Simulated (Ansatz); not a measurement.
ZrN, pressure series

Consider ZrN in the rock salt structure (space group Fm-3m, No. 225).

```
ZrN
1.0
    0.00000     2.29737     2.29737
    2.29737     0.00000     2.29737
    2.29737     2.29737     0.00000
N Zr
1 1
Direct
  0.00000   0.00000   0.00000
  0.50000   0.50000   0.50000
```

Cell and atoms are relaxed at each pressure.

Calculations: PBE, PAW, 420 eV (Ansatz, a quantum-chemistry and plane-wave program; no SOC).

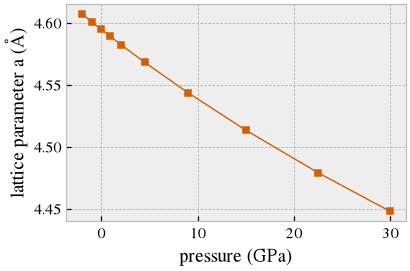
Figure. Lattice parameter a against pressure

```
pressure (GPa)  lattice parameter a
--------------  -------------------
-2                          4.607 Å
-1                          4.601 Å
0.9                         4.589 Å
2.1                         4.582 Å
4.5                         4.568 Å
9                           4.544 Å
15                          4.513 Å
22.5                        4.479 Å
30                          4.448 Å
```

Load acts through the strain it causes; cell and atoms are relaxed under it. No phonon test of stability was made. Competing high-pressure phases were not computed. The final runs are not spin-polarised. An odd electron count without spin: ZrN.
